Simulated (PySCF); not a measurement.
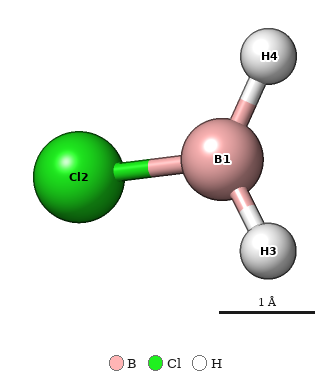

The input geometry (ball-and-stick view, seen at a tilt; atoms are numbered from 1 in the order of the input).

**BH$_{2}$Cl: NMR shielding calculation**

- system: BH$_{2}$Cl, SMILES BCl
- method: GIAO PBE0/pcSseg-2 NMR shielding, non-relativistic, gas phase (PySCF 2.14.0)

The geometry comes from this level: PBE0-D3(BJ)/def2-TZVP. Figures and captions count atoms from 1; the log counts them from 0 in places.

Input:
```
{"job": {"kind": "nmr", "xc": "PBE0", "basis": "pcSseg-2"}, "charge": 0, "multiplicity": 1}
B      0.621448     0.303394     0.138181
Cl     2.308276     0.331523    -0.260113
H     -0.033206     1.258315    -0.136899
H      0.187501    -0.668838     0.669886
```

The first line tells a small driver script what to run in PySCF; the rest is the geometry in Å.

Run on 1 CPU thread, shared host.

Launched with:
```bash
OMP_NUM_THREADS=1 python <driver script> task.json out
```

What the program printed:
```
coarse grid: 3952 points
cycle   1  E = -486.0920064547  dE = -9.583e-03  |g| = 1.426e-01  |ddm| = 1.223e+00
cycle   2  E = -486.0932299385  dE = -1.223e-03  |g| = 1.342e-01  |ddm| = 2.666e-01
cycle   3  E = -486.0976429823  dE = -4.413e-03  |g| = 2.739e-02  |ddm| = 1.332e-01
cycle   4  E = -486.0977957544  dE = -1.528e-04  |g| = 7.315e-03  |ddm| = 2.193e-02
cycle   5  E = -486.0978086512  dE = -1.290e-05  |g| = 1.423e-03  |ddm| = 6.455e-03
cycle   6  E = -486.0978091551  dE = -5.039e-07  |g| = 5.819e-05  |ddm| = 1.082e-03
final grid: 33704 points
cycle   7  E = -486.1044391243  dE = -2.994e-05  |g| = 3.849e-03  |ddm| = 1.402e-02
cycle   8  E = -486.1044400767  dE = -9.524e-07  |g| = 2.233e-03  |ddm| = 3.831e-03
cycle   9  E = -486.1044409464  dE = -8.697e-07  |g| = 3.382e-04  |ddm| = 1.834e-03
cycle  10  E = -486.1044409719  dE = -2.547e-08  |g| = 7.322e-05  |ddm| = 2.685e-04
cycle  11  E = -486.1044409729  dE = -9.749e-10  |g| = 3.079e-05  |ddm| = 8.398e-05
```

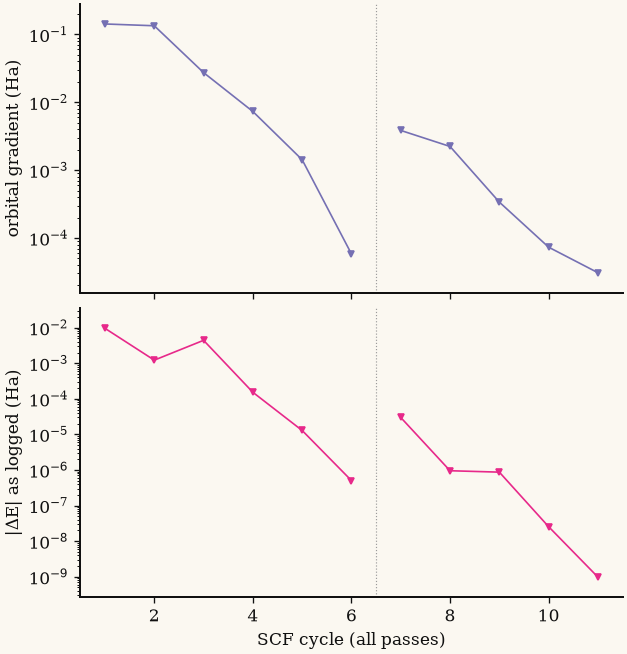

Convergence of the self-consistent field: orbital gradient and size of the energy change against the SCF cycle. The dotted line marks the change from a coarse to the final integration grid. The first 6 cycles use a coarse grid, the final grid takes over at cycle 7, and the field converges after 11 cycles in all.

```
converged SCF energy = -486.1044409729

GIAO shielding tensors (ppm)
atom      isotropic    diamagn.    paramagn.     s11        s22        s33       span
  0 B       20.988     192.572    -171.585    -39.409    -11.197    113.569    152.978
  1 Cl     598.713    1147.519    -548.806    204.190    473.375   1118.572    914.382
  2 H       24.334      28.917      -4.583     20.559     25.176     27.266      6.707
  3 H       24.331      29.080      -4.749     20.565     25.183     27.245      6.680
```

Results in brief:

```csv
quantity,value
outcome,converged
total energy,−486.104441 hartree
HOMO,−8.68 eV
LUMO,−1.86 eV
dipole moment,0.62 D
"isotropic shielding, B",21.0 ppm
"isotropic shielding, Cl",598.7 ppm
"isotropic shielding, H",24.3 ppm
wall time,3.2 s
peak memory,0.36 GiB
```
